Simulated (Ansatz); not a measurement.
Molecular dynamics of CH4BFOSi (part 2 of 2)

CH4BFOSi, SMILES FC1([SiH3])BO1; RKS PBE/def2-SVP (Ansatz 0.2.0). The geometry comes from this level: PBE0-D4/def2-TZVP.

**Trajectory as extended XYZ, continued**
```
9
Properties=species:S:1:pos:R:3:forces:R:3 step=9 time_fs=9.0 energy=-14400.15987 temperature=87.3
F    -1.0576   -0.7114   -1.3759   -0.3180  -0.1904  -0.3005
C    -0.5093    0.0023   -0.3389   -0.2001  -0.0087  -0.4772
Si    1.1586   -0.7038    0.1260    1.3194  -0.0350   0.7334
B    -1.4225    1.0142    0.3561   -0.3963   0.3039   0.2704
O    -0.6110    1.4695   -0.6114    0.1407   0.1312  -0.0356
H     1.5805    0.1846    1.3017   -0.0122  -0.3798  -0.2559
H     2.3397   -0.6589   -0.9030   -0.9492  -0.0465   0.3962
H     0.9048   -2.1346    0.6069    0.1478   0.4314  -0.2114
H    -2.3068    1.4928    1.0422    0.2679  -0.2061  -0.1195
9
Properties=species:S:1:pos:R:3:forces:R:3 step=10 time_fs=10.0 energy=-14400.15033 temperature=81.9
F    -1.0532   -0.7108   -1.3757   -0.3372  -0.1963  -0.3104
C    -0.5089    0.0040   -0.3381   -0.2279   0.1219  -0.4323
Si    1.1591   -0.7043    0.1284    1.3494   0.0278   0.7570
B    -1.4278    1.0151    0.3612    0.0808   0.2166  -0.2021
O    -0.6108    1.4722   -0.6131   -0.0720  -0.0212   0.2316
H     1.5760    0.1833    1.3135   -0.0205  -0.4232  -0.3232
H     2.3502   -0.6622   -0.8993   -1.0149  -0.0438   0.4509
H     0.8924   -2.1325    0.6067    0.1669   0.4102  -0.2077
H    -2.3072    1.4859    1.0378    0.0754  -0.0920   0.0363
9
Properties=species:S:1:pos:R:3:forces:R:3 step=11 time_fs=11.0 energy=-14400.15248 temperature=92.0
F    -1.0492   -0.7104   -1.3757   -0.3398  -0.1848  -0.2948
C    -0.5083    0.0062   -0.3370   -0.2506   0.2246  -0.3965
Si    1.1604   -0.7046    0.1311    1.2518   0.1002   0.7837
B    -1.4326    1.0164    0.3662    0.5365   0.1007  -0.6524
O    -0.6108    1.4748   -0.6144   -0.2489  -0.1439   0.4549
H     1.5734    0.1750    1.3240   -0.0129  -0.4164  -0.3372
H     2.3500   -0.6649   -0.8912   -0.9707  -0.0384   0.4156
H     0.8796   -2.1261    0.6042    0.1755   0.3229  -0.1843
H    -2.3077    1.4787    1.0318   -0.1409   0.0349   0.2110
9
Properties=species:S:1:pos:R:3:forces:R:3 step=12 time_fs=12.0 energy=-14400.16328 temperature=107.0
F    -1.0454   -0.7106   -1.3758   -0.3405  -0.1642  -0.2792
C    -0.5079    0.0087   -0.3365   -0.2472   0.3031  -0.3441
Si    1.1625   -0.7051    0.1339    1.0199   0.1729   0.8110
B    -1.4366    1.0179    0.3708    0.9078   0.0004  -1.0369
O    -0.6106    1.4777   -0.6151   -0.3923  -0.2473   0.6327
H     1.5682    0.1592    1.3335    0.0213  -0.3547  -0.2918
H     2.3406   -0.6659   -0.8792   -0.8223  -0.0311   0.2988
H     0.8676   -2.1167    0.6002    0.1725   0.1830  -0.1499
H    -2.3109    1.4743    1.0239   -0.3192   0.1379   0.3593
9
Properties=species:S:1:pos:R:3:forces:R:3 step=13 time_fs=13.0 energy=-14400.17542 temperature=133.5
F    -1.0411   -0.7108   -1.3760   -0.3499  -0.1457  -0.2789
C    -0.5082    0.0114   -0.3366   -0.1905   0.3449  -0.2721
Si    1.1656   -0.7055    0.1365    0.6508   0.2161   0.8675
B    -1.4398    1.0197    0.3744    1.1441  -0.0625  -1.2999
O    -0.6104    1.4806   -0.6153   -0.4982  -0.3144   0.7526
H     1.5618    0.1391    1.3422    0.0720  -0.2635  -0.2051
H     2.3244   -0.6652   -0.8645   -0.5777  -0.0226   0.1052
H     0.8540   -2.1082    0.5935    0.1728   0.0474  -0.1177
H    -2.3159    1.4724    1.0172   -0.4234   0.2003   0.4483
9
Properties=species:S:1:pos:R:3:forces:R:3 step=14 time_fs=14.0 energy=-14400.18345 temperature=141.9
F    -1.0364   -0.7105   -1.3765   -0.3636  -0.1335  -0.2856
C    -0.5091    0.0142   -0.3365   -0.0842   0.3551  -0.2036
Si    1.1695   -0.7056    0.1392    0.1810   0.2189   0.9185
B    -1.4423    1.0213    0.3765    1.1905  -0.0603  -1.3985
O    -0.6108    1.4836   -0.6151   -0.5638  -0.3458   0.8188
H     1.5568    0.1168    1.3477    0.1364  -0.1421  -0.0650
H     2.3054   -0.6645   -0.8496   -0.2701  -0.0124  -0.1429
H     0.8374   -2.0999    0.5846    0.1794  -0.0796  -0.0858
H    -2.3243    1.4720    1.0139   -0.4055   0.1998   0.4440
9
Properties=species:S:1:pos:R:3:forces:R:3 step=15 time_fs=15.0 energy=-14400.18541 temperature=135.9
F    -1.0324   -0.7099   -1.3773   -0.3667  -0.1135  -0.2783
C    -0.5099    0.0169   -0.3364    0.0209   0.3426  -0.1555
Si    1.1735   -0.7050    0.1421   -0.2859   0.1780   0.9453
B    -1.4434    1.0229    0.3778    0.9824   0.0355  -1.2963
O    -0.6118    1.4869   -0.6141   -0.5898  -0.3506   0.8382
H     1.5518    0.0939    1.3532    0.2067  -0.0136   0.0904
H     2.2864   -0.6642   -0.8391    0.0328   0.0010  -0.3807
H     0.8200   -2.0927    0.5743    0.1898  -0.1809  -0.0605
H    -2.3389    1.4737    1.0160   -0.1902   0.1014   0.2974
9
Properties=species:S:1:pos:R:3:forces:R:3 step=16 time_fs=16.0 energy=-14400.18052 temperature=134.2
F    -1.0290   -0.7096   -1.3785   -0.3489  -0.0731  -0.2405
C    -0.5104    0.0196   -0.3360    0.1145   0.2928  -0.1368
Si    1.1774   -0.7041    0.1453   -0.6711   0.1668   0.9717
B    -1.4431    1.0247    0.3785    0.6167   0.1678  -1.0553
O    -0.6126    1.4898   -0.6122   -0.5789  -0.3197   0.8045
H     1.5489    0.0715    1.3637    0.2585   0.0760   0.1832
H     2.2686   -0.6644   -0.8353    0.2842   0.0179  -0.5659
H     0.8040   -2.0855    0.5626    0.1946  -0.2848  -0.0342
H    -2.3556    1.4762    1.0238    0.1305  -0.0438   0.0733
9
Properties=species:S:1:pos:R:3:forces:R:3 step=17 time_fs=17.0 energy=-14400.17377 temperature=118.9
F    -1.0260   -0.7097   -1.3799   -0.3153  -0.0179  -0.1805
C    -0.5107    0.0218   -0.3349    0.1882   0.2312  -0.1416
Si    1.1810   -0.7032    0.1488   -0.9186   0.1762   0.9850
B    -1.4424    1.0270    0.3779    0.2697   0.2511  -0.7919
O    -0.6131    1.4929   -0.6094   -0.5388  -0.2722   0.7299
H     1.5505    0.0516    1.3778    0.2818   0.1147   0.1965
H     2.2545   -0.6656   -0.8380    0.4329   0.0337  -0.6596
H     0.7904   -2.0803    0.5513    0.1993  -0.3613  -0.0139
H    -2.3689    1.4759    1.0341    0.4010  -0.1556  -0.1239
9
Properties=species:S:1:pos:R:3:forces:R:3 step=18 time_fs=18.0 energy=-14400.17604 temperature=116.1
F    -1.0234   -0.7097   -1.3819   -0.2717   0.0459  -0.1090
C    -0.5107    0.0237   -0.3337    0.2322   0.1769  -0.1534
Si    1.1838   -0.7024    0.1527   -1.0177   0.1276   0.9246
B    -1.4416    1.0295    0.3767    0.0515   0.2427  -0.5938
O    -0.6134    1.4961   -0.6056   -0.4738  -0.2187   0.6240
H     1.5563    0.0334    1.3923    0.2867   0.1277   0.1741
H     2.2457   -0.6677   -0.8472    0.4437   0.0439  -0.6282
H     0.7769   -2.0802    0.5407    0.2225  -0.3520  -0.0135
H    -2.3747    1.4717    1.0424    0.5266  -0.1941  -0.2248
9
Properties=species:S:1:pos:R:3:forces:R:3 step=19 time_fs=19.0 energy=-14400.18891 temperature=113.3
F    -1.0212   -0.7095   -1.3843   -0.2245   0.1119  -0.0330
C    -0.5107    0.0259   -0.3328    0.2648   0.1130  -0.1609
Si    1.1857   -0.7019    0.1568   -0.9893   0.0516   0.8140
B    -1.4408    1.0320    0.3760   -0.0476   0.1595  -0.4688
O    -0.6139    1.4984   -0.6012   -0.3877  -0.1430   0.4909
H     1.5662    0.0174    1.4078    0.2653   0.1047   0.1021
H     2.2427   -0.6679   -0.8606    0.3375   0.0458  -0.4874
H     0.7625   -2.0847    0.5294    0.2658  -0.2727  -0.0269
H    -2.3726    1.4661    1.0476    0.5157  -0.1710  -0.2300
9
Properties=species:S:1:pos:R:3:forces:R:3 step=20 time_fs=20.0 energy=-14400.20463 temperature=123.4
F    -1.0192   -0.7090   -1.3865   -0.1834   0.1711   0.0304
C    -0.5108    0.0285   -0.3323    0.3082   0.0303  -0.1594
Si    1.1871   -0.7017    0.1612   -0.8652  -0.0186   0.6778
B    -1.4392    1.0349    0.3748   -0.0983   0.0330  -0.3610
O    -0.6143    1.5002   -0.5967   -0.2676  -0.0405   0.3164
H     1.5780    0.0053    1.4249    0.2214   0.0474  -0.0224
H     2.2447   -0.6671   -0.8769    0.1503   0.0426  -0.2655
H     0.7492   -2.0921    0.5187    0.3186  -0.1536  -0.0448
H    -2.3645    1.4607    1.0500    0.4159  -0.1116  -0.1714
```

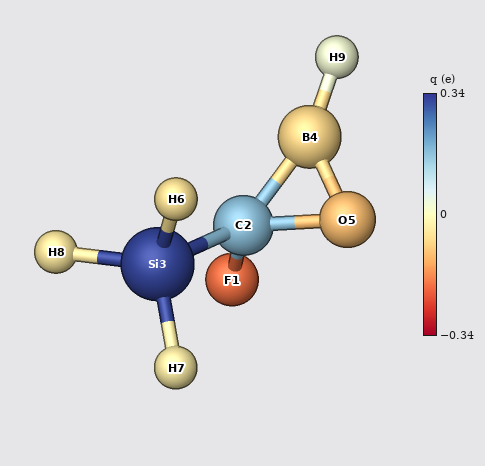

**Figure 1.** Mulliken charges, as the colour of each atom (ball-and-stick view, seen at an oblique angle; atoms are numbered from 1 in the order of the input). By element: F −0.20, C +0.17, Si +0.32, B −0.08, O −0.11 and H −0.06 to +0.03 e.

This output came from the following input.

**Input**
```yaml
crystal:
  periodic: [false, false, false]
  atoms:
    - {symbol: F, position_ang: [-1.108377, -0.710604, -1.372594]}
    - {symbol: C, position_ang: [-0.528332, -0.011095, -0.346454]}
    - {symbol: Si, position_ang: [1.167500, -0.687249, 0.125297]}
    - {symbol: B, position_ang: [-1.400993, 1.015177, 0.351821]}
    - {symbol: O, position_ang: [-0.582766, 1.439423, -0.611175]}
    - {symbol: H, position_ang: [1.669014, 0.135459, 1.253733]}
    - {symbol: H, position_ang: [2.092003, -0.602382, -1.032344]}
    - {symbol: H, position_ang: [1.005624, -2.098614, 0.550668]}
    - {symbol: H, position_ang: [-2.225076, 1.473483, 1.063947]}
basis:
  gaussian: {orbitals: def2-SVP}
hamiltonian: {xc: {name: PBE}}
md: {timestep: 1 fs, n_steps: 20, ensemble: nvt_langevin, temperature: 300, initial_velocities: maxwell_boltzmann, friction: 0.01, seed: 910}
```

Launch command:
```bash
ansatz run in.yaml --threads 2 --pin off --events-out ev --progress --plain --max-ram 4352MiB
```

**Results in brief**

```csv
quantity,value
outcome,finished
mean temperature over the second half,118 K
trajectory,"20 steps, 20 fs"
ensemble,nvt_langevin
temperature in the input,300 K
time step,1 fs
potential energy (last step),−14400.2047 eV
SCF solution under orbital rotations (last step),stable
largest force (length of the vector) (last step),1.099 eV/Å
dipole moment (last step),1.29 D
hardware,"2 threads of Arm Neoverse V2, 23 GiB of memory available, shared host"
wall time,31 s (CPU time 59 s)
peak memory,0.4 GiB
```

**Notes**

So short a trajectory is not equilibrated. The logged temperature at the start can lie below the typed one, since it is counted over all degrees of freedom. The temperature stays far from the 300 K of the thermostat over the second half: the run isn't equilibrated.
